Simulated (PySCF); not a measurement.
**Rh-: dipole response in aug-cc-pwCVDZ-PP with ECP28**

Aim: the static polarisability and the C₆ coefficient of Rh-, method by method.

Program: PySCF 2.14.0. Level of theory: unrestricted determinants in a Gaussian basis, no spin-orbit coupling in the energies. These are calculated values, not measurements, unless marked.

### 1 The atom as given

- Element: rhodium (Z = 45)
- Basis: aug-cc-pwCVDZ-PP with ECP28MDF (6s6p5d3f, 70 functions)
- Hamiltonian: scalar relativity through the core potential
- State 1: Rh-: [Kr] 4d8 5s2, high-spin 3F determinant
- Methods: UHF, PBE, PBE0, wB97M-V

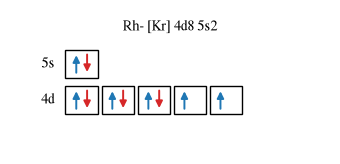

The shells outside the core, filled by Hund's rule for the drawing.

The runs were made by one driver on top of PySCF. The scripts below sum up each run's settings (the driver also hands on starting orbitals that pick excited configurations, and frozen orbitals as a list rather than a count), and the logs come from the driver's own runs. The driver starts from symmetry-adapted Hartree-Fock orbitals, holds the occupation by maximum overlap and uses a logarithmic radial grid for functionals, so a plain start would take other cycles.

The integrals over 70 functions and the set-up took 0.48 s of CPU time.

### 2 Rh-: the ladder of methods

UHF:

File input.py:

```python
from pyscf import gto, scf, dft, mp, cc
import basis_set_exchange as bse
txt = bse.get_basis("aug-cc-pwCVDZ-PP", elements=["Rh"], fmt="nwchem", header=False)
cut = txt.index("\nECP")
mol = gto.M(atom="Rh 0 0 0", charge=-1, spin=2, symmetry="D2h",
            basis=gto.basis.parse(txt[:cut]),
            ecp={"Rh": gto.basis.parse_ecp(txt[cut:])})
mf = scf.UHF(mol)
mf.irrep_nelec = {'Ag': (4, 2), 'B1g': (1, 1), 'B2g': (1, 1), 'B3g': (1, 1), 'B1u': (1, 1), 'B2u': (1, 1), 'B3u': (1, 1)}
mf.kernel()
```

The program printed:

```text
damping factor = 0
level_shift factor = 0
DIIS = <class 'pyscf.scf.diis.CDIIS'>
diis_start_cycle = 1
diis_space = 10
diis_damp = 0
SCF conv_tol = 1e-09
SCF conv_tol_grad = None
number electrons alpha = 10  beta = 8
cycle= 1 E= -109.385455330505  delta_E= -0.00723  |g|= 0.031  |ddm|= 0.0411
cycle= 2 E= -109.385717373781  delta_E= -0.000262  |g|= 0.00689  |ddm|= 0.00876
cycle= 3 E= -109.385736332208  delta_E= -1.9e-05  |g|= 0.00203  |ddm|= 0.00622
cycle= 4 E= -109.385738477823  delta_E= -2.15e-06  |g|= 0.000845  |ddm|= 0.00213
cycle= 5 E= -109.385739657864  delta_E= -1.18e-06  |g|= 0.000156  |ddm|= 0.00341
cycle= 6 E= -109.385739815853  delta_E= -1.58e-07  |g|= 8.04e-05  |ddm|= 0.00233
cycle= 7 E= -109.385739929593  delta_E= -1.14e-07  |g|= 4.29e-05  |ddm|= 0.00281
cycle= 8 E= -109.385739978315  delta_E= -4.87e-08  |g|= 7.33e-06  |ddm|= 0.003
cycle= 9 E= -109.385739979299  delta_E= -9.84e-10  |g|= 6.16e-07  |ddm|= 0.000473
converged SCF energy = -109.385739979299  <S^2> = 2.1116548  2S+1 = 3.0735353
```

It used 13 s of CPU time after the integrals (shared host).

The occupied shells:

```csv
shell,electrons,mean orbital energy (eV),spread (eV),rms radius (bohr)
4s α,1,-98.007,0,1.06
4s β,1,-94.380,0,1.06
4p α,3,-61.174,0,1.17
4p β,3,-56.687,0,1.17
4d α,5,-7.300,1.104,1.74
4d β,3,-5.533,0,1.74
5s α,1,-1.266,0,5.41
5s β,1,-0.100,0,5.41
```

⟨S²⟩ = 2.112, ⟨L²⟩ = 12.05.

The response matrix is unstable for this state, so it gives no polarisability.

Energies and moments cover only the electrons outside the core potential. ⟨S²⟩ = 2.11 against 2.00 shows spin contamination. The outer electron is barely bound at this level, so radii and moments hang on the diffuse functions.

PBE:

input.py differs from the last one in:

```diff
@@ -7,3 +7,3 @@
             ecp={"Rh": gto.basis.parse_ecp(txt[cut:])})
-mf = scf.UHF(mol)
+mf = dft.UKS(mol, xc="PBE")
 mf.irrep_nelec = {'Ag': (4, 2), 'B1g': (1, 1), 'B2g': (1, 1), 'B3g': (1, 1), 'B1u': (1, 1), 'B2u': (1, 1), 'B3u': (1, 1)}
```

The program printed:

```text
damping factor = 0
level_shift factor = 0
DIIS = <class 'pyscf.scf.diis.CDIIS'>
diis_start_cycle = 1
diis_space = 10
diis_damp = 0
SCF conv_tol = 1e-09
SCF conv_tol_grad = None
number electrons alpha = 10  beta = 8
XC functionals = PBE
    J. P. Perdew, K. Burke, and M. Ernzerhof.,  Phys. Rev. Lett. 77, 3865 (1996)
    J. P. Perdew, K. Burke, and M. Ernzerhof.,  Phys. Rev. Lett. 78, 1396 (1997)
    J. P. Perdew, K. Burke, and M. Ernzerhof.,  Phys. Rev. Lett. 77, 3865 (1996)
    J. P. Perdew, K. Burke, and M. Ernzerhof.,  Phys. Rev. Lett. 78, 1396 (1997)
cycle= 1 E= -110.17987906112  delta_E= -0.019  |g|= 0.12  |ddm|= 0.643
cycle= 2 E= -110.167971087568  delta_E= 0.0119  |g|= 0.22  |ddm|= 0.262
cycle= 3 E= -110.18378150262  delta_E= -0.0158  |g|= 0.0217  |ddm|= 0.201
cycle= 4 E= -110.184175222522  delta_E= -0.000394  |g|= 0.00217  |ddm|= 0.053
cycle= 5 E= -110.184176986767  delta_E= -1.76e-06  |g|= 9.85e-05  |ddm|= 0.00315
cycle= 6 E= -110.184177006813  delta_E= -2e-08  |g|= 8.26e-06  |ddm|= 0.000598
cycle= 7 E= -110.18417700691  delta_E= -9.68e-11  |g|= 6.95e-07  |ddm|= 4.11e-05
converged SCF energy = -110.18417700691  <S^2> = 2.0133608  2S+1 = 3.008894
```

CPU time 1.3 s on a shared host, the integrals not counted.

Energies and moments cover only the electrons outside the core potential. At PBE the highest occupied level has a positive energy, so only the finite basis holds that electron; in a density functional this comes from self-interaction and does not mean that the real anion is unbound.

PBE0:

input.py differs from the last one in:

```diff
@@ -7,3 +7,3 @@
             ecp={"Rh": gto.basis.parse_ecp(txt[cut:])})
-mf = dft.UKS(mol, xc="PBE")
+mf = dft.UKS(mol, xc="PBE0")
 mf.irrep_nelec = {'Ag': (4, 2), 'B1g': (1, 1), 'B2g': (1, 1), 'B3g': (1, 1), 'B1u': (1, 1), 'B2u': (1, 1), 'B3u': (1, 1)}
```

The program printed:

```text
damping factor = 0
level_shift factor = 0
DIIS = <class 'pyscf.scf.diis.CDIIS'>
diis_start_cycle = 1
diis_space = 10
diis_damp = 0
SCF conv_tol = 1e-09
SCF conv_tol_grad = None
number electrons alpha = 10  beta = 8
XC functionals = PBE0
    C. Adamo and V. Barone.,  J. Chem. Phys. 110, 6158 (1999)
    M. Ernzerhof and G. E. Scuseria.,  J. Chem. Phys. 110, 5029 (1999)
cycle= 1 E= -110.153556474594  delta_E= -0.0137  |g|= 0.0501  |ddm|= 0.424
cycle= 2 E= -110.153447238146  delta_E= 0.000109  |g|= 0.0562  |ddm|= 0.142
cycle= 3 E= -110.15444758197  delta_E= -0.001  |g|= 0.0125  |ddm|= 0.0544
cycle= 4 E= -110.15452827722  delta_E= -8.07e-05  |g|= 0.00152  |ddm|= 0.0296
cycle= 5 E= -110.15453432175  delta_E= -6.04e-06  |g|= 0.000337  |ddm|= 0.011
cycle= 6 E= -110.154535025737  delta_E= -7.04e-07  |g|= 2.91e-05  |ddm|= 0.00586
cycle= 7 E= -110.154535026899  delta_E= -1.16e-09  |g|= 2.13e-06  |ddm|= 0.0002
cycle= 8 E= -110.154535026908  delta_E= -8.74e-12  |g|= 1.17e-07  |ddm|= 1.97e-05
converged SCF energy = -110.154535026908  <S^2> = 2.0162686  2S+1 = 3.0108262
```

It used 1.8 s of CPU time after the integrals (shared host).

Energies and moments cover only the electrons outside the core potential. At PBE0 the highest occupied level has a positive energy, so only the finite basis holds that electron; in a density functional this comes from self-interaction and does not mean that the real anion is unbound.

wB97M-V:

input.py differs from the last one in:

```diff
@@ -7,3 +7,3 @@
             ecp={"Rh": gto.basis.parse_ecp(txt[cut:])})
-mf = dft.UKS(mol, xc="PBE0")
+mf = dft.UKS(mol, xc="WB97M_V")
 mf.irrep_nelec = {'Ag': (4, 2), 'B1g': (1, 1), 'B2g': (1, 1), 'B3g': (1, 1), 'B1u': (1, 1), 'B2u': (1, 1), 'B3u': (1, 1)}
```

The program printed:

```text
damping factor = 0
level_shift factor = 0
DIIS = <class 'pyscf.scf.diis.CDIIS'>
diis_start_cycle = 1
diis_space = 10
diis_damp = 0
SCF conv_tol = 1e-09
SCF conv_tol_grad = None
number electrons alpha = 10  beta = 8
XC functionals = WB97M_V
    N. Mardirossian and M. Head-Gordon.,  J. Chem. Phys. 144, 214110 (2016)
NLC functional = WB97M_V
cycle= 1 E= -110.07296846991  delta_E= -0.012  |g|= 0.0348  |ddm|= 0.351
cycle= 2 E= -110.075561486853  delta_E= -0.00259  |g|= 0.022  |ddm|= 0.194
cycle= 3 E= -110.076261990433  delta_E= -0.000701  |g|= 0.0133  |ddm|= 0.0693
cycle= 4 E= -110.076766971622  delta_E= -0.000505  |g|= 0.0025  |ddm|= 0.113
cycle= 5 E= -110.076792793578  delta_E= -2.58e-05  |g|= 0.000721  |ddm|= 0.0189
cycle= 6 E= -110.076794278175  delta_E= -1.48e-06  |g|= 0.000198  |ddm|= 0.0038
cycle= 7 E= -110.076794399421  delta_E= -1.21e-07  |g|= 5.48e-05  |ddm|= 0.00133
cycle= 8 E= -110.076794410007  delta_E= -1.06e-08  |g|= 5.08e-06  |ddm|= 0.000469
cycle= 9 E= -110.076794410146  delta_E= -1.39e-10  |g|= 1.07e-06  |ddm|= 6.1e-05
converged SCF energy = -110.076794410146  <S^2> = 2.0063622  2S+1 = 3.0042385
```

CPU time 78 s on a shared host, the integrals not counted.

The driver then solved the coupled dipole response at imaginary frequencies: mean α = 259.1 bohr³, C₆ = 4113 au for a like pair.

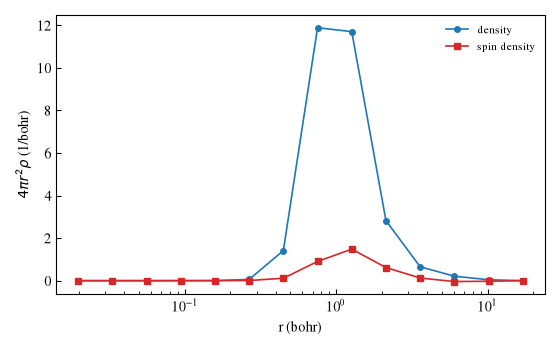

Radial density 4πr²ρ of Rh- at UHF, the electrons outside the core potential, at 14 stored radii joined by straight lines.

### 3 Polarisabilities and C₆

Rh-, in atomic units:

```csv
method,mean α,C₆ (like pair),S(−4)
wB97M-V,259.1,4113,50060
```

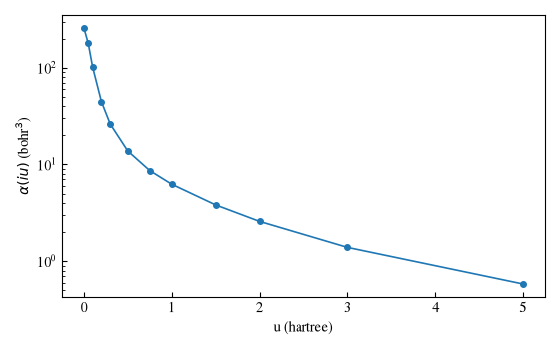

α(iu) of Rh-, the polarisability at imaginary frequency, on a logarithmic scale.

### 4 Summary of results

| quantity | value |
| --- | --- |
| α of Rh- | 259.1 (wB97M-V) bohr³ |

In words: A single London oscillator with the computed α and C₆ of Rh- at wB97M-V would have ω = 4 C₆ / (3 α²) = 0.0817 hartree. The basis is finite, and no extrapolation was made.
